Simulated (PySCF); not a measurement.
C5H12FNSi2

Input

```
{"job": {"kind": "nmr", "xc": "PBE0", "basis": "pcSseg-1"}, "charge": 0, "multiplicity": 1}
C     -4.018722    -0.426246    -0.486001
N     -3.425351     0.080669     0.727513
Si    -1.973399     1.003243     0.758855
C     -0.448680     0.111754     0.186961
C      0.508462    -0.509218    -0.206726
C      1.695292    -1.219518    -0.612190
F      1.962095    -2.261981     0.281515
Si     3.245443    -0.057610    -0.657504
C      3.388047     0.797075     1.024378
H     -3.888820     0.309668    -1.277006
H     -5.087999    -0.594346    -0.339970
H     -3.563122    -1.366522    -0.818426
H     -3.605503    -0.533443     1.507862
H     -1.795200     1.371935     2.164328
H     -2.177158     2.125624    -0.163306
H      1.527126    -1.703959    -1.581818
H      3.008980     0.896325    -1.746593
H      4.392537    -0.924842    -0.941122
H      4.228216     1.484973     1.045585
H      3.532565     0.072389     1.821820
H      2.486272     1.360971     1.252416
```

Launched as:

```sh
OMP_NUM_THREADS=1 python probes_run.py task.json out
```

Geometry: GFN2-xTB.

Theory: PySCF, PBE0/pcSseg-1, SCF density, gas phase, non-relativistic.

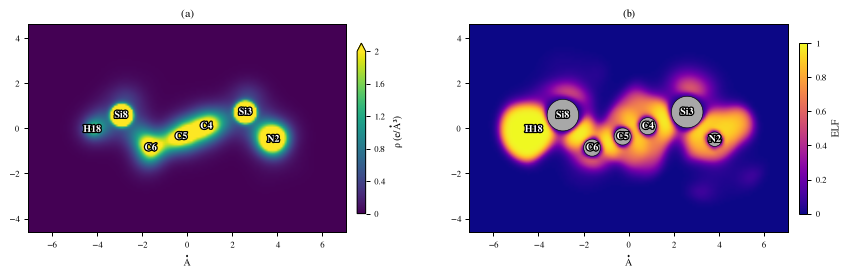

Figure 1. (a) total electron density; (b) ELF on the plane of atoms C5, C6 and Si8. Grey discs cover the atomic cores in the ELF map.

Interpret the plot.

- Atoms in the plane: N, Si, C and H.
- C–C (1.21 Å): ρ is about 2.7 e/Å³ halfway; the ELF peaks at about 0.85 between the atoms (a short, multiple covalent bond).
- Si–N (1.72 Å): the density is about 1.1 e/Å³ at the midpoint; the ELF peaks at about 0.90 between the atoms; a shared but strongly polarised pair.
- C–Si (1.86 Å): ρ is about 0.92 e/Å³ halfway; the ELF peaks at about 0.95 between the atoms (a shared electron pair).
- C–Si (1.94 Å): the density is about 0.89 e/Å³ at the midpoint; the ELF peaks at about 1 between the atoms, as expected for a shared electron pair.
- The ELF also peaks beside N2, away from the bonds: lone-pair regions.

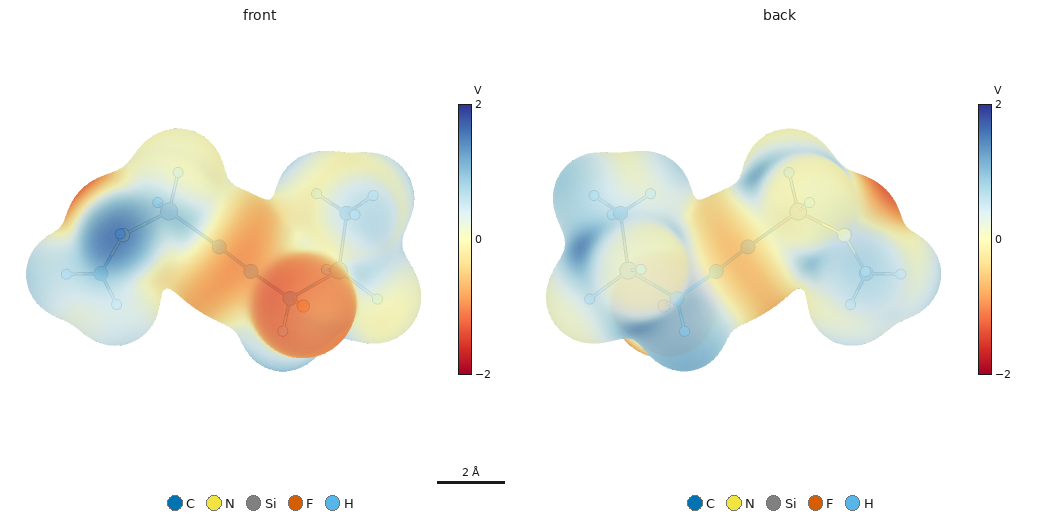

Figure 2. The electrostatic potential painted on the density surface at 0.002 e/bohr³, seen from the front and from behind; red is negative and blue positive.

Where is the surface potential most negative and most positive?

The most negative region (about −1.2 V) lies over N2 and F7, the most positive (about +1.5 V) over H13.

How polar is the molecule by this calculation?

Its dipole moment is 0.90 D.
